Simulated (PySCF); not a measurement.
**ZnBi: bond curves at several levels of theory**

Aim: find the lowest electronic state of ZnBi, scan its bond at several levels of theory, and get bond length, wavenumber and dissociation energy from each curve.

Method: Zn cc-pVDZ-PP with ECP10, Bi cc-pVDZ-PP with ECP60, scalar-relativistic core potentials; program: PySCF 2.14.0.

1 further run of the same task is left out (it didn't finish).

### 1 Input

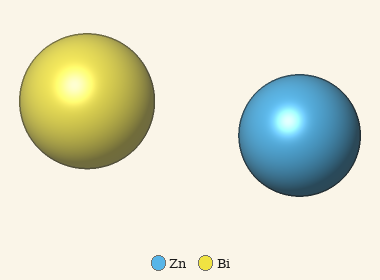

The two atoms at the starting distance (zinc blue, bismuth yellow).

Settings of the job:

* atoms: Zn, Bi
* charge: 0
* basis: Zn cc-pVDZ-PP with ECP10, Bi cc-pVDZ-PP with ECP60
* Hamiltonian: scalar-relativistic core potentials
* basis functions: 61
* electrons treated: 43
* masses in u: 63.9291, 208.9804
* levels: PBE0, PBE, r²SCAN, M06, TPSS, r²SCANh, HF, MP2, SCS-MP2
* grid: 80 radial by 434 angular points
* occupations: held fixed by the projection of orbital angular momentum
* dissociation limit: Zn + Bi, each in its ground configuration
* starting distance in angstrom: 2.650
* values of 2S to try: 1, 3

On the command line:

```bash
OMP_NUM_THREADS=1 python dia.py task.json out
```

After this run come: The PBE0 curve of the state that the search chose; Excited determinants; PBE; r²SCAN; M06; TPSS (meta-GGA); r²SCANh; ROHF (mean field).

Before running it: what results should come out? Wanted: for each run, Re; ωe; De; μ.

As calculated:

Lowest PBE0 solution found, without spin–orbit coupling: ⁴Σ⁻ (quartet), unpaired electrons σ ↑, π ↑↑. State 2 has its PBE0 minimum 0.36 eV higher, as a spin-mixed determinant (⟨S²⟩ = 1.76), so this is no gap between pure states. State 3 has its PBE0 minimum 0.51 eV higher, as a spin-mixed determinant (⟨S²⟩ = 1.76), so this is no gap between pure states. The other levels ran on the lowest alone.

| level | Re (Å) | ωe (cm⁻¹) | De (eV) | μ (D) |
| --- | --- | --- | --- | --- |
| PBE | 2.911 | 100.0 | 0.320 | 0.24 |
| TPSS | 2.876 | 105.4 | 0.336 | 0.13 |
| r²SCAN | 2.846 | 111.5 | 0.364 | 0.18 |
| r²SCANh | 2.854 | 109.3 | 0.337 | 0.11 |
| PBE0 | 2.903 | 98.2 | 0.260 | 0.07 |
| M06 | 2.975 | 88.0 | 0.317 | 0.41 |

De is counted to Zn + Bi in their ground configurations. A positive dipole means Zn(−)Bi(+). No constants: ROHF (no minimum is bracketed among the points kept); ROHF-MP2 (no minimum is bracketed among the points kept); ROHF-SCS-MP2 (no minimum is bracketed among the points kept).

In words: The methods spread over 0.130 Å in bond length, from r²SCAN to M06. Among the levels with a De in the table, it runs from 0.260 eV (PBE0) to 0.364 eV (r²SCAN).

Correlated steps freeze 4 core orbitals. Spin–orbit coupling is left out, which matters for elements this heavy, above all for dissociation energies. With spin–orbit coupling the term label itself may not hold.
